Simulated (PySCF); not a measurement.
# GaHCl2O (SMILES [OH][Ga]([Cl])[Cl]): CCSD(T)/def2-SVP

Aim: the energy change on altering one bond length of GaHCl2O at CCSD(T)/def2-SVP, from 2 runs. Input form: a Python script.

The calculation is run with PySCF 2.14.0.

1 further run of the same task is left out (set aside as unsound or not needed).

## (1) The molecule

The species is GaHCl2O (5 atoms), meant as a singlet with charge 0. SMILES: `[OH][Ga]([Cl])[Cl]`. Geometry: relaxed at PBE0-D4/def2-TZVP.

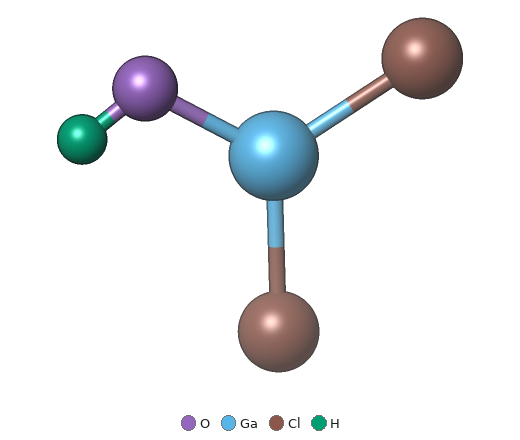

Viewed from a chosen angle; oxygen purple, gallium blue, chlorine brown, hydrogen teal.

## (2) A single-point energy at CCSD(T)/def2-SVP

The input, geometry.xyz:

```xyz
5

O      0.254500     1.354600     0.245900
Ga     0.118500    -0.394500     0.056800
Cl     1.500000    -1.634900     1.057700
Cl    -1.407900    -1.236300    -1.155800
H     -0.415200     1.837400    -0.246000
```

The input, calc.py:

```python
# [OH][Ga]([Cl])[Cl]
from pyscf import gto, scf, cc

mol = gto.M(
    atom='geometry.xyz',
    verbose=4,
    max_memory=1860,
    basis='def2-svp',
)

hf = scf.RHF(mol)
hf.conv_tol = 1e-10
hf.kernel()
if not hf.converged:
    hf = hf.newton().run(hf.mo_coeff, hf.mo_occ)

mycc = cc.CCSD(hf, frozen=20)
mycc.kernel()
e_t = mycc.ccsd_t()
e_final = mycc.e_tot + e_t
print('E(%s) = %.9f' % ('CCSD(T)', e_final))
```

Command:

```
$ OMP_NUM_THREADS=1 python calc.py
```

Output:

```text
PySCF version 2.14.0

[... 61 lines left out ...]
converged SCF energy = -2917.24799749871
[... 12 lines left out ...]
Init t2, MP2 energy = -2917.90560118189  E_corr(MP2) -0.657603683173661
[... 13 lines left out ...]
CCSD converged
[... 2 lines left out ...]
E(CCSD(T)) = -2917.937912232
```

Run time: 18 s. Hardware: 1 thread of Intel Xeon at 2.70GHz, shared host; peak memory 0.35 GiB.

## (3) The distorted shape, same level

The input, input.xyz:

```xyz
5

O      0.589329     1.113215     0.491835
Ga     0.453329    -0.635885     0.302735
Cl     1.834829    -1.876285     1.303635
Cl    -1.073071    -1.477685    -0.909865
H     -0.415200     1.837400    -0.246000
```

The input, calc.py:

```python
from pyscf import gto, cc

mol = gto.M(
    atom='input.xyz',
    max_memory=1860,
    verbose=4,
    basis='def2-svp',
)

mf = mol.RHF()
mf.conv_tol = 1e-10
mf.kernel()
if not mf.converged:
    mf = mf.newton().run(mf.mo_coeff, mf.mo_occ)

mycc = cc.CCSD(mf, frozen=20)
mycc.kernel()
e_t = mycc.ccsd_t()
e_final = mycc.e_tot + e_t
print('E(%s) = %.9f' % ('CCSD(T)', e_final))
```

Command:

```
$ OMP_NUM_THREADS=1 python calc.py
```

Output:

```text
PySCF version 2.14.0

[... 65 lines left out ...]
converged SCF energy = -2917.14052982885
[... 12 lines left out ...]
Init t2, MP2 energy = -2917.817667653  E_corr(MP2) -0.677137824143548
[... 15 lines left out ...]
CCSD converged
[... 2 lines left out ...]
E(CCSD(T)) = -2917.852661823
```

It took 20 s on 1 thread of Intel Xeon at 2.70GHz, shared host; peak memory 0.36 GiB.

## (4) Outcome

Level: CCSD(T)/def2-SVP, 20 core orbitals frozen.

| quantity | value |
| --- | --- |
| first shape: total energy | -2917.93791 Eh |
| first shape: dipole moment (Hartree–Fock density) | 1.64 D |
| first shape: HOMO energy (Hartree–Fock orbitals) | -12.64 eV |
| first shape: LUMO energy (Hartree–Fock orbitals) | 2.07 eV |
| first shape: HOMO–LUMO gap (Hartree–Fock orbitals) | 14.70 eV |
| first shape: correlation energy (20 core orbitals frozen) | -689.9 mEh |
| first shape: (T) correction | -17.03 mEh |
| first shape: T1 diagnostic | 0.012 |
| distorted shape: total energy | -2917.85266 Eh |
| distorted shape: dipole moment (Hartree–Fock density) | 2.09 D |
| distorted shape: HOMO energy (Hartree–Fock orbitals) | -12.56 eV |
| distorted shape: LUMO energy (Hartree–Fock orbitals) | 1.32 eV |
| distorted shape: HOMO–LUMO gap (Hartree–Fock orbitals) | 13.89 eV |
| distorted shape: correlation energy (20 core orbitals frozen) | -712.1 mEh |
| distorted shape: (T) correction | -19.65 mEh |
| distorted shape: T1 diagnostic | 0.015 |
| energy change with the O1–H5 bond stretched from 0.961 to 1.442 Å | 2.320 eV |

**Reading.** With the O1–H5 bond stretched from 0.961 to 1.442 Å the energy rises by 2.32 eV (53 kcal/mol). The first shape isn't relaxed at this level, so the change isn't measured from a minimum. The triples (first shape) make up 2.5 % of the correlation energy. The triples (distorted shape) make up 2.8 % of the correlation energy.
